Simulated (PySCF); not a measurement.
# C2H6AlFO2: NMR shifts at several levels of theory, part 2 of 2

PySCF 2.14.0. Atoms count from 0. Earlier steps stand in the parts before.

## Step 8: Shielding tensors: KT2/pcSseg-1

What the job is given:

```
{"job": {"kind": "nmr", "xc": "KT2", "basis": "pcSseg-1", "pop": false}, "charge": 0, "multiplicity": 1}
C     -2.390277    -0.675446     0.371287
O     -1.049234    -0.332532     0.250043
Al    -0.069471     1.031057     0.261390
F     -0.711120     2.536723     0.511881
O      1.585174     0.917843     0.015525
C      2.535697    -0.077771    -0.175575
H     -2.536840    -1.375867     1.212164
H     -3.044386     0.198367     0.545765
H     -2.745679    -1.181517    -0.543618
H      3.118664     0.118454    -1.092387
H      2.091786    -1.085789    -0.268864
H      3.248401    -0.101616     0.667742
```

Level: GIAO KT2/pcSseg-1 NMR shielding, non-relativistic, gas phase.

What it wrote:

```text
coarse grid: 10776 points
cycle   1  E = -579.2112821226  dE =  6.143e-01  |g| = 1.358e+00  |ddm| = 3.042e+00
cycle   2  E = -578.0111301836  dE =  1.200e+00  |g| = 2.786e+00  |ddm| = 2.896e+00
cycle   3  E = -579.5345218248  dE = -1.523e+00  |g| = 1.890e-01  |ddm| = 2.275e+00
cycle   4  E = -579.5370667266  dE = -2.545e-03  |g| = 1.743e-01  |ddm| = 2.209e-01
cycle   5  E = -579.5418071819  dE = -4.740e-03  |g| = 2.974e-02  |ddm| = 1.014e-01
cycle   6  E = -579.5419475195  dE = -1.403e-04  |g| = 6.425e-03  |ddm| = 2.500e-02
cycle   7  E = -579.5419541697  dE = -6.650e-06  |g| = 3.726e-03  |ddm| = 6.186e-03
cycle   8  E = -579.5419565458  dE = -2.376e-06  |g| = 1.207e-03  |ddm| = 2.653e-03
final grid: 100560 points
cycle   9  E = -579.6858512342  dE = -1.592e-04  |g| = 3.102e-02  |ddm| = 3.546e-02
cycle  10  E = -579.6853510956  dE =  5.001e-04  |g| = 6.137e-02  |ddm| = 5.209e-02
cycle  11  E = -579.6859986388  dE = -6.475e-04  |g| = 5.159e-03  |ddm| = 3.776e-02
cycle  12  E = -579.6860027438  dE = -4.105e-06  |g| = 1.622e-03  |ddm| = 3.285e-03
cycle  13  E = -579.6860032424  dE = -4.986e-07  |g| = 3.028e-04  |ddm| = 9.236e-04
cycle  14  E = -579.6860032589  dE = -1.649e-08  |g| = 1.133e-04  |ddm| = 2.672e-04
cycle  15  E = -579.6860032611  dE = -2.210e-09  |g| = 1.597e-05  |ddm| = 6.904e-05
cycle  16  E = -579.6860032611  dE = -3.399e-11  |g| = 9.635e-06  |ddm| = 1.525e-05
converged SCF energy = -579.6860032611

GIAO shielding tensors (ppm)
atom      isotropic    diamagn.    paramagn.     s11        s22        s33       span
  0 C      127.483     239.188    -111.706     97.120    102.522    182.806     85.686
  1 O      326.834     400.391     -73.557    273.504    343.189    363.808     90.304
  2 Al     497.236     800.556    -303.320    431.469    510.716    549.522    118.053
  3 F      370.669     471.040    -100.372    309.537    347.384    455.085    145.548
  4 O      329.891     396.538     -66.647    279.475    339.224    370.973     91.498
  5 C      127.170     242.571    -115.401     97.572    101.433    182.505     84.934
  6 H       27.264      27.253       0.011     23.143     24.773     33.876     10.733
  7 H       27.064      27.216      -0.152     22.568     25.105     33.520     10.951
  8 H       27.256      27.554      -0.298     23.114     24.774     33.880     10.766
  9 H       27.276      27.514      -0.238     23.262     24.661     33.906     10.644
 10 H       27.125      30.330      -3.205     22.378     25.682     33.316     10.938
 11 H       27.249      27.455      -0.206     23.232     24.624     33.891     10.659
```

It took 14 s on 1 thread of Arm Neoverse V2, shared host; peak memory 0.73 GiB.

In short: δ C0 55.9, O1 2.3, Al2 0.5, F3 -232.1, H6 3.97 ppm (means over like atoms).

## Step 9: Nuclear shieldings: KT3/pcSseg-1

The job, as its differences from that of step 8:

```diff
@@ -1,2 +1,2 @@
-{"job": {"kind": "nmr", "xc": "KT2", "basis": "pcSseg-1", "pop": false}, "charge": 0, "multiplicity": 1}
+{"job": {"kind": "nmr", "xc": "KT3", "basis": "pcSseg-1", "pop": false}, "charge": 0, "multiplicity": 1}
 C     -2.390277    -0.675446     0.371287
```

Level: GIAO KT3/pcSseg-1 NMR shielding, non-relativistic, gas phase.

What it wrote:

```text
coarse grid: 10776 points
cycle   1  E = -578.6300176917  dE =  5.943e-01  |g| = 1.377e+00  |ddm| = 3.055e+00
cycle   2  E = -577.4436481882  dE =  1.186e+00  |g| = 2.772e+00  |ddm| = 3.032e+00
cycle   3  E = -578.9631860992  dE = -1.520e+00  |g| = 1.952e-01  |ddm| = 2.398e+00
cycle   4  E = -578.9657888410  dE = -2.603e-03  |g| = 1.790e-01  |ddm| = 2.179e-01
cycle   5  E = -578.9708425357  dE = -5.054e-03  |g| = 2.644e-02  |ddm| = 1.029e-01
cycle   6  E = -578.9709504675  dE = -1.079e-04  |g| = 6.306e-03  |ddm| = 2.207e-02
cycle   7  E = -578.9709583129  dE = -7.845e-06  |g| = 3.077e-03  |ddm| = 6.426e-03
final grid: 100560 points
cycle   8  E = -579.1020869934  dE = -8.186e-05  |g| = 4.010e-02  |ddm| = 4.082e-02
cycle   9  E = -579.1012289569  dE =  8.580e-04  |g| = 8.051e-02  |ddm| = 6.518e-02
cycle  10  E = -579.1023336893  dE = -1.105e-03  |g| = 4.023e-03  |ddm| = 4.767e-02
cycle  11  E = -579.1023360787  dE = -2.389e-06  |g| = 1.455e-03  |ddm| = 3.198e-03
cycle  12  E = -579.1023364458  dE = -3.671e-07  |g| = 2.515e-04  |ddm| = 9.402e-04
cycle  13  E = -579.1023364541  dE = -8.320e-09  |g| = 1.345e-04  |ddm| = 2.155e-04
cycle  14  E = -579.1023364577  dE = -3.674e-09  |g| = 2.606e-05  |ddm| = 1.060e-04
cycle  15  E = -579.1023364579  dE = -1.124e-10  |g| = 8.299e-06  |ddm| = 1.851e-05
converged SCF energy = -579.1023364579

GIAO shielding tensors (ppm)
atom      isotropic    diamagn.    paramagn.     s11        s22        s33       span
  0 C      127.639     238.134    -110.495     98.187    103.350    181.380     83.193
  1 O      326.374     400.963     -74.589    279.877    340.007    359.238     79.361
  2 Al     509.099     799.632    -290.533    443.989    523.311    559.998    116.009
  3 F      377.901     471.515     -93.614    318.675    356.246    458.781    140.106
  4 O      329.309     396.733     -67.424    284.553    337.133    366.241     81.688
  5 C      127.412     241.355    -113.942     98.651    102.426    181.160     82.509
  6 H       27.462      27.320       0.142     23.363     25.017     34.006     10.643
  7 H       27.278      27.241       0.038     22.841     25.338     33.656     10.815
  8 H       27.454      27.634      -0.180     23.335     25.018     34.011     10.676
  9 H       27.476      27.504      -0.027     23.473     24.914     34.043     10.570
 10 H       27.339      30.409      -3.069     22.665     25.904     33.449     10.784
 11 H       27.452      27.438       0.014     23.446     24.875     34.033     10.587
```

Run time: 13 s. Hardware: 1 thread of Arm Neoverse V2, shared host; peak memory 0.7 GiB.

In short: δ C0 54.8, O1 1.2, Al2 -6.7, F3 -228.5, H6 3.91 ppm (means over like atoms).

## Step 10: Shielding tensors: B97-D/pcSseg-1

The job, as its differences from that of step 9:

```diff
@@ -1,2 +1,2 @@
-{"job": {"kind": "nmr", "xc": "KT3", "basis": "pcSseg-1", "pop": false}, "charge": 0, "multiplicity": 1}
+{"job": {"kind": "nmr", "xc": "B97-D", "basis": "pcSseg-1", "pop": false}, "charge": 0, "multiplicity": 1}
 C     -2.390277    -0.675446     0.371287
```

With the program's defaults for keys left out, this is: GIAO B97-D/pcSseg-1 NMR shielding, non-relativistic, gas phase.

What it wrote:

```text
coarse grid: 10776 points
cycle   1  E = -572.0666917228  dE =  5.576e-01  |g| = 1.342e+00  |ddm| = 3.083e+00
cycle   2  E = -570.9290354448  dE =  1.138e+00  |g| = 2.750e+00  |ddm| = 2.846e+00
cycle   3  E = -572.3781168057  dE = -1.449e+00  |g| = 2.055e-01  |ddm| = 2.235e+00
cycle   4  E = -572.3815135556  dE = -3.397e-03  |g| = 1.828e-01  |ddm| = 2.144e-01
cycle   5  E = -572.3865168535  dE = -5.003e-03  |g| = 2.255e-02  |ddm| = 9.546e-02
cycle   6  E = -572.3865937767  dE = -7.692e-05  |g| = 6.759e-03  |ddm| = 1.887e-02
cycle   7  E = -572.3866026034  dE = -8.827e-06  |g| = 3.233e-03  |ddm| = 6.623e-03
cycle   8  E = -572.3866046201  dE = -2.017e-06  |g| = 7.838e-04  |ddm| = 2.102e-03
final grid: 100560 points
cycle   9  E = -572.4526018413  dE = -4.191e-05  |g| = 2.379e-02  |ddm| = 2.421e-02
cycle  10  E = -572.4523754375  dE =  2.264e-04  |g| = 4.399e-02  |ddm| = 3.393e-02
cycle  11  E = -572.4526772574  dE = -3.018e-04  |g| = 4.198e-03  |ddm| = 2.478e-02
cycle  12  E = -572.4526795671  dE = -2.310e-06  |g| = 1.482e-03  |ddm| = 2.648e-03
cycle  13  E = -572.4526799363  dE = -3.692e-07  |g| = 2.063e-04  |ddm| = 7.725e-04
cycle  14  E = -572.4526799444  dE = -8.105e-09  |g| = 7.716e-05  |ddm| = 1.838e-04
cycle  15  E = -572.4526799455  dE = -1.110e-09  |g| = 8.181e-06  |ddm| = 4.863e-05
cycle  16  E = -572.4526799455  dE = -9.209e-12  |g| = 5.609e-06  |ddm| = 9.059e-06
converged SCF energy = -572.4526799455

GIAO shielding tensors (ppm)
atom      isotropic    diamagn.    paramagn.     s11        s22        s33       span
  0 C      123.734     237.718    -113.984     94.336     99.195    177.672     83.337
  1 O      329.859     400.668     -70.809    280.529    346.488    362.561     82.032
  2 Al     500.480     798.427    -297.947    433.322    514.293    553.826    120.505
  3 F      379.911     471.033     -91.122    321.634    360.640    457.461    135.826
  4 O      332.464     397.247     -64.783    284.431    343.847    369.114     84.683
  5 C      123.498     240.923    -117.425     94.795     98.286    177.414     82.619
  6 H       27.504      27.308       0.195     23.390     25.062     34.060     10.671
  7 H       27.343      27.306       0.037     22.906     25.411     33.713     10.807
  8 H       27.497      27.604      -0.107     23.363     25.062     34.065     10.702
  9 H       27.514      27.530      -0.016     23.487     24.966     34.090     10.603
 10 H       27.398      30.289      -2.892     22.725     25.972     33.496     10.772
 11 H       27.494      27.476       0.017     23.472     24.924     34.085     10.613
```

It took 14 s on 1 thread of Arm Neoverse V2, shared host; peak memory 0.73 GiB.

This run: δ C0 55.6, O1 -0.8, Al2 -3.7, F3 -225.1, H6 3.95 ppm (means over like atoms).

## Step 11: Nuclear shieldings: B3LYP/pcSseg-1

The job, as its differences from that of step 10:

```diff
@@ -1,2 +1,2 @@
-{"job": {"kind": "nmr", "xc": "B97-D", "basis": "pcSseg-1", "pop": false}, "charge": 0, "multiplicity": 1}
+{"job": {"kind": "nmr", "xc": "B3LYP", "basis": "pcSseg-1", "pop": false}, "charge": 0, "multiplicity": 1}
 C     -2.390277    -0.675446     0.371287
```

Level: GIAO B3LYP/pcSseg-1 NMR shielding, non-relativistic, gas phase.

What it wrote:

```text
coarse grid: 10776 points
cycle   1  E = -572.3804119538  dE =  5.202e-01  |g| = 1.206e+00  |ddm| = 3.042e+00
cycle   2  E = -571.8783012403  dE =  5.021e-01  |g| = 2.061e+00  |ddm| = 1.963e+00
cycle   3  E = -572.6267685729  dE = -7.485e-01  |g| = 1.125e-01  |ddm| = 1.359e+00
cycle   4  E = -572.6278155186  dE = -1.047e-03  |g| = 9.177e-02  |ddm| = 1.006e-01
cycle   5  E = -572.6290265712  dE = -1.211e-03  |g| = 9.449e-03  |ddm| = 4.530e-02
cycle   6  E = -572.6290403712  dE = -1.380e-05  |g| = 1.845e-03  |ddm| = 6.629e-03
cycle   7  E = -572.6290410441  dE = -6.729e-07  |g| = 7.445e-04  |ddm| = 1.647e-03
final grid: 100560 points
cycle   8  E = -572.6952088191  dE = -2.370e-05  |g| = 6.907e-03  |ddm| = 1.173e-02
cycle   9  E = -572.6952011108  dE =  7.708e-06  |g| = 9.616e-03  |ddm| = 8.225e-03
cycle  10  E = -572.6952179425  dE = -1.683e-05  |g| = 1.008e-03  |ddm| = 4.811e-03
cycle  11  E = -572.6952181386  dE = -1.960e-07  |g| = 1.857e-04  |ddm| = 7.577e-04
cycle  12  E = -572.6952181447  dE = -6.150e-09  |g| = 6.440e-05  |ddm| = 1.567e-04
cycle  13  E = -572.6952181452  dE = -4.671e-10  |g| = 2.843e-05  |ddm| = 4.059e-05
converged SCF energy = -572.6952181452

GIAO shielding tensors (ppm)
atom      isotropic    diamagn.    paramagn.     s11        s22        s33       span
  0 C      124.464     236.933    -112.469     95.067    100.041    178.286     83.219
  1 O      335.620     400.641     -65.021    283.902    352.749    370.208     86.306
  2 Al     490.846     797.477    -306.631    421.773    503.695    547.071    125.298
  3 F      381.079     471.195     -90.116    322.669    360.756    459.811    137.142
  4 O      338.123     397.322     -59.199    287.659    349.704    377.006     89.347
  5 C      124.277     240.085    -115.808     95.577     99.221    178.033     82.456
  6 H       27.534      27.224       0.311     23.365     25.142     34.096     10.732
  7 H       27.414      27.237       0.177     22.958     25.569     33.716     10.757
  8 H       27.529      27.492       0.036     23.340     25.145     34.101     10.761
  9 H       27.545      27.502       0.043     23.457     25.044     34.134     10.676
 10 H       27.471      30.039      -2.568     22.781     26.148     33.484     10.703
 11 H       27.532      27.457       0.075     23.451     25.014     34.130     10.679
```

It took 9.8 s on 1 thread of Arm Neoverse V2, shared host; peak memory 0.7 GiB.

In short: δ C0 54.9, O1 -2.8, Al2 -6.0, F3 -209.1, H6 3.88 ppm (means over like atoms).

## Step 12: Comparing the runs: NMR shifts

Shifts (ppm), means over like atoms, with basis size and wall time:

```csv
run,C0,H6,O1,Al2,F3,functions,time
HF/pcSseg-1,48.6,3.57,-33.2,-15.9,-164.8,139,4.9 s
LDA/pcSseg-1,56.5,4.06,9.8,4.8,-225.4,139,11 s
PBE/pcSseg-1,56.0,3.98,5.5,-0.4,-225.7,139,13 s
BLYP/pcSseg-1,56.7,4.01,8.7,-0.2,-224.5,139,13 s
BP86/pcSseg-1,56.4,3.97,1.9,-1.4,-227.4,139,13 s
OPBE/pcSseg-1,53.9,3.88,-2.0,-10.3,-225.1,139,13 s
KT2/pcSseg-1,55.9,3.97,2.3,0.5,-232.1,139,14 s
KT3/pcSseg-1,54.8,3.91,1.2,-6.7,-228.5,139,13 s
B97-D/pcSseg-1,55.6,3.95,-0.8,-3.7,-225.1,139,14 s
B3LYP/pcSseg-1,54.9,3.88,-2.8,-6.0,-209.1,139,9.8 s
```

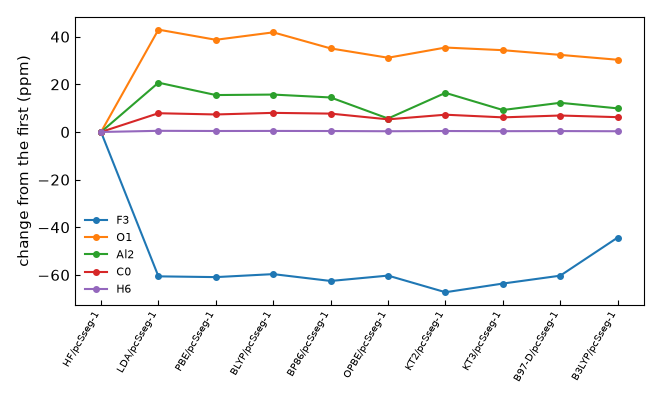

How the tabulated atoms move from run to run.

## Step 13: Summary of results

This closing draws on all 2 parts.

```
                                                             quantity                 value
13C shifts against TMS (HF/pcSseg-1, means over atoms taken as alike)              48.6 ppm
 1H shifts against TMS (HF/pcSseg-1, means over atoms taken as alike)              3.57 ppm
17O shifts against H2O (HF/pcSseg-1, means over atoms taken as alike)             -33.2 ppm
                              27Al shifts against AlH4- (HF/pcSseg-1)             -15.9 ppm
                               19F shifts against CFCl3 (HF/pcSseg-1)            -164.8 ppm
                                             range of the shift of F3  -232.1 to -164.8 ppm
```

In words: Single values in the summary come from the first sound run of each kind (HF/pcSseg-1), which need not be the best level. At HF/pcSseg-1: The largest span, 127 ppm, is at Al2, where the paramagnetic term is -261 ppm. Across the 10 runs the shift of F3 moves most, between -232.1 (KT2/pcSseg-1) and -164.8 ppm (HF/pcSseg-1).
